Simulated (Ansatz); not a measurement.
```tsv
atom	x (Å)	y (Å)	z (Å)
C	0.7017	0.0843	0.0576
C	0.2582	-1.1029	-0.8139
C	-1.2579	-1.1908	-1.0070
Li	-0.0047	1.8751	-0.4795
H	1.8094	0.0897	0.1193
H	0.3769	-0.1138	1.1030
H	0.7320	-1.0373	-1.8126
H	0.5958	-2.0791	-0.4019
H	-1.7762	-1.2568	-0.0343
H	-1.6497	-0.2901	-1.5198
H	-1.5615	-2.0671	-1.6057
```

Geometry: B3LYP-D3(BJ)/def2-SVP.

Method: isolated molecule in a Gaussian basis; Kohn-Sham density functional theory, functional PBE0 (Ansatz 0.2.0).

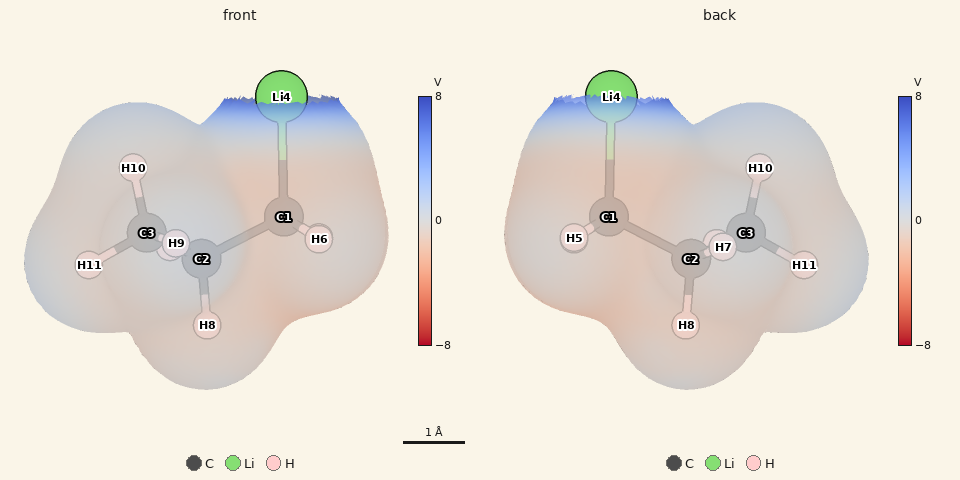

C3H7Li. The molecular electrostatic potential painted on the density surface at 0.004 e/bohr³, seen from the front and from behind; red is negative and blue positive.

Question: Where is the surface potential most negative and most positive?

Answer: The most negative region (about −1.7 V, or −39 kcal/mol for a unit charge) lies over C1, the most positive (about +5.9 V, or +136 kcal/mol for a unit charge) over Li4.
